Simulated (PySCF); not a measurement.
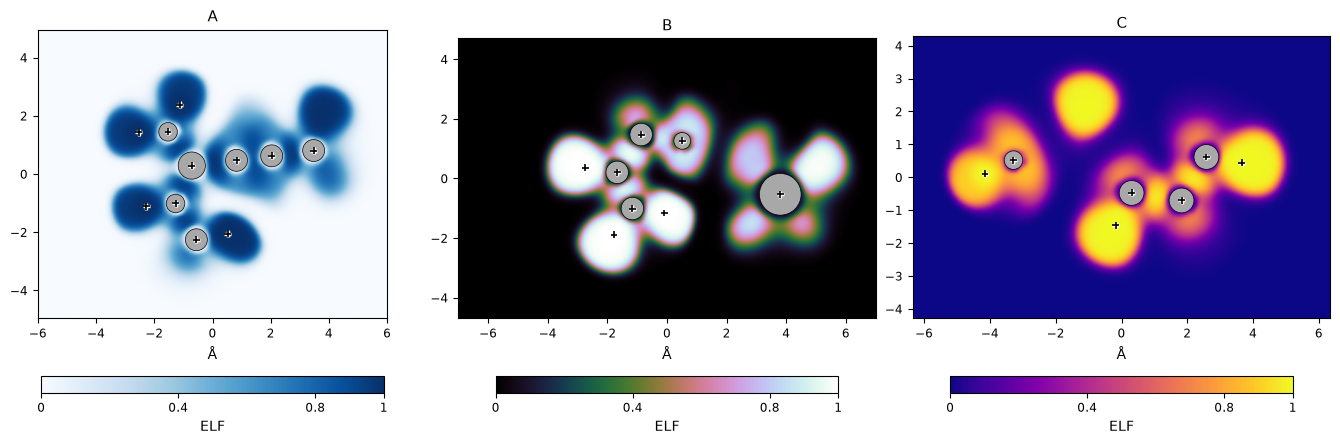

The electron localisation function of 3 systems, each on a plane through atoms (crosses mark nuclei in the plane; grey discs cover the cores).

The calculation used PBE0/pcSseg-1, SCF density, gas phase, non-relativistic (PySCF).

System 1: C$_{4}$H$_{13}$B$_{2}$O$_{2}$P, the plane of atoms C1, C2 and C3. Geometry: GFN2-xTB.

```yaml
atoms:
  - { symbol: C, position_ang: [-2.5729, -0.4941, 1.2520] }
  - { symbol: C, position_ang: [-2.2929, 0.5170, 0.1477] }
  - { symbol: C, position_ang: [-0.8055, 0.8942, 0.1052] }
  - { symbol: B, position_ang: [0.1588, -0.3133, -0.2453] }
  - { symbol: P, position_ang: [-0.3221, -1.5284, -1.6264] }
  - { symbol: C, position_ang: [1.4926, -0.5421, 0.5523] }
  - { symbol: B, position_ang: [2.6260, 0.3973, -0.0939] }
  - { symbol: O, position_ang: [2.8370, 1.6194, 0.4302] }
  - { symbol: O, position_ang: [3.3703, 0.0269, -1.1720] }
  - { symbol: H, position_ang: [-2.0114, -1.4091, 1.0701] }
  - { symbol: H, position_ang: [-2.2727, -0.0948, 2.2185] }
  - { symbol: H, position_ang: [-3.6322, -0.7385, 1.2927] }
  - { symbol: H, position_ang: [-2.5866, 0.0851, -0.8142] }
  - { symbol: H, position_ang: [-2.8984, 1.4123, 0.3113] }
  - { symbol: H, position_ang: [-0.6750, 1.6638, -0.6644] }
  - { symbol: H, position_ang: [-0.5360, 1.3707, 1.0505] }
  - { symbol: H, position_ang: [-0.7557, -0.6147, -2.5713] }
  - { symbol: H, position_ang: [0.9317, -1.6752, -2.2018] }
  - { symbol: H, position_ang: [1.3878, -0.2619, 1.5988] }
  - { symbol: H, position_ang: [1.8282, -1.5807, 0.5053] }
  - { symbol: H, position_ang: [3.5157, 2.1282, -0.0158] }
  - { symbol: H, position_ang: [3.2029, -0.8428, -1.5313] }
```

System 2: C$_{4}$H$_{9}$BN$_{2}$, the plane of atoms H11, N5 and H12. Geometry: PBE0-D3(BJ)/def2-SVP.

| atom | x (Å) | y (Å) | z (Å) |
| --- | --- | --- | --- |
| C | 3.1199 | -0.4350 | -0.0121 |
| C | 1.7283 | -0.0932 | -0.2527 |
| C | 0.5605 | 0.1917 | -0.4542 |
| B | -0.9200 | 0.5520 | -0.7249 |
| N | -1.2974 | 0.9057 | -2.0446 |
| N | -1.8581 | 0.5260 | 0.3369 |
| C | -1.6046 | 0.1707 | 1.7053 |
| H | 3.6601 | 0.4047 | 0.4537 |
| H | 3.6391 | -0.6863 | -0.9505 |
| H | 3.2072 | -1.3019 | 0.6620 |
| H | -0.6300 | 0.9191 | -2.8005 |
| H | -2.2365 | 1.1566 | -2.3181 |
| H | -2.8243 | 0.7526 | 0.1359 |
| H | -1.8965 | 0.9715 | 2.4086 |
| H | -0.5290 | -0.0102 | 1.8386 |
| H | -2.1355 | -0.7494 | 2.0129 |

System 3: C$_{3}$H$_{11}$NO$_{2}$Si$_{2}$, the plane of atoms C2, C3 and O4. Geometry: GFN2-xTB.

```xyz
19

C     2.3602   -0.2016   -0.1557
C     1.9843   -0.2459   -1.4192
C     0.5905   -0.5495   -1.8866
O    -0.3272   -0.6979   -0.8483
Si   -1.2890    0.4381   -0.2146
N    -0.4550    1.9343   -0.0557
O    -1.8364   -0.2093    1.1643
Si   -1.7193   -0.8865    2.6240
H     1.6586   -0.3943    0.6386
H     3.3744    0.0169    0.1314
H     2.6846   -0.0680   -2.2244
H     0.6036   -1.4943   -2.4483
H     0.2685    0.2427   -2.5750
H    -2.4856    0.6733   -1.0091
H     0.5482    1.9438    0.0342
H    -0.8662    2.6822    0.4753
H    -2.8253   -1.8370    2.6987
H    -1.8563    0.2078    3.5892
H    -0.4222   -1.5456    2.7898
```

Question: Which map belongs to which system?

Answer: Panel A is system 2, C$_{4}$H$_{9}$BN$_{2}$: the plane holds C, B, N and H. C–C (1.22 Å): the ELF peaks at about 0.85 between the atoms; a multiple bond. Panel B is system 3, C$_{3}$H$_{11}$NO$_{2}$Si$_{2}$: the plane holds C, O, Si and H. C–C (1.32 Å): the ELF peaks at about 0.90 between the atoms: a short, multiple covalent bond. Panel C is system 1, C$_{4}$H$_{13}$B$_{2}$O$_{2}$P: the plane holds C, O and H. C–C (1.52 Å): the ELF peaks at about 0.95 between the atoms, as expected for a covalent bond.
